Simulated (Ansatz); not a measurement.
## Electronic structure of H5PSn···HCl in real space

Input

```
crystal:
  periodic: [false, false, false]
  atoms:
    - { symbol: Sn, position_ang: [-0.538889, -0.07998, -0.376453] }
    - { symbol: Cl, position_ang: [0.137109, 0.139421, 3.181336] }
    - { symbol: H, position_ang: [0.978121, -0.115678, 0.374999] }
    - { symbol: H, position_ang: [-0.656094, 1.335276, -1.336069] }
    - { symbol: H, position_ang: [-0.653891, -1.439033, -1.418585] }
    - { symbol: P, position_ang: [-2.518155, -0.070205, 1.120469] }
    - { symbol: H, position_ang: [-3.47332, -0.292707, 0.104405] }
    - { symbol: H, position_ang: [-2.401168, -1.418444, 1.52559] }
    - { symbol: H, position_ang: [-1.090412, 0.62925, 3.207508] }
basis:
  gaussian: { orbitals: def2-SVP }
hamiltonian:
  xc: hf
relax:
  f_tol: 0.03
  max_steps: 50
output:
  orbitals: {}
```

Run with:

```sh
ansatz run input.yaml --threads 1 --pin off --max-ram 2048MiB --backend cpu --events-out ev --progress --plain --runs-dir out
```

The fields are those of the run's last geometry, not of the input's.

Core potentials replace the inner electrons of Sn.

The calculation used RHF/def2-SVP in Ansatz 0.2.0.

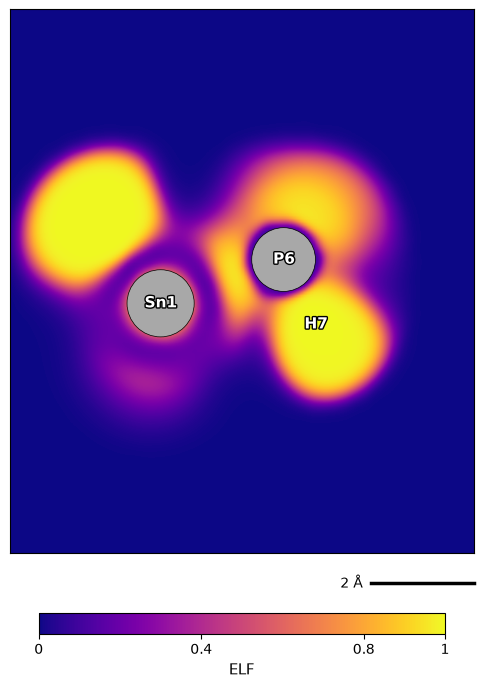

Figure 1. ELF on the plane of atoms Sn1, P6 and H7. Grey discs cover the atomic cores.

> Describe what can be read from this map.

- Atoms in the plane: Sn, P and H.
- Sn–P (2.54 Å): the ELF peaks at about 0.95 between the atoms: localised, covalent bonding.
- P–H (1.41 Å): the ELF climbs to about 1 towards the hydrogen, as it does in any bond to H.
- The ELF also peaks beside P6, away from the bonds: lone-pair regions.

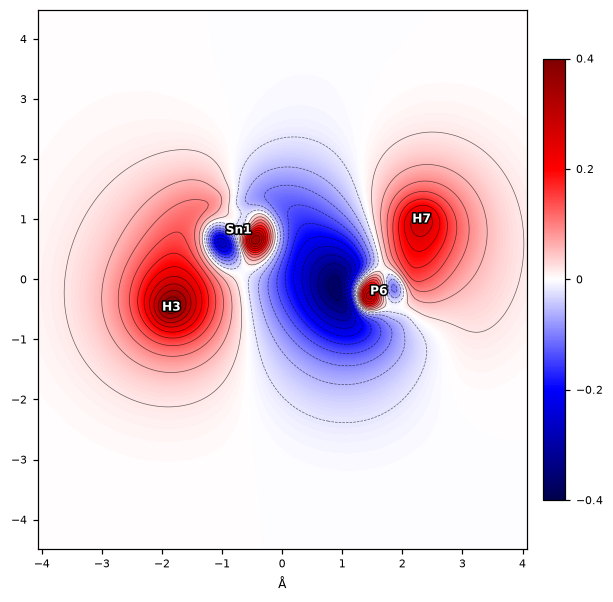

Figure 2. The HOMO−1 on the plane of atoms H3, Sn1 and P6 (values in Å⁻³ᐟ²; the overall sign is arbitrary).

> Describe this orbital and give its energy.

It lies mainly on P6 (about 35 %), Sn1 (about 25 %), H3 (about 10 %), H4 (about 10 %), H8 (about 5 %) and H7 (about 5 %). Its energy is −11.83 eV.
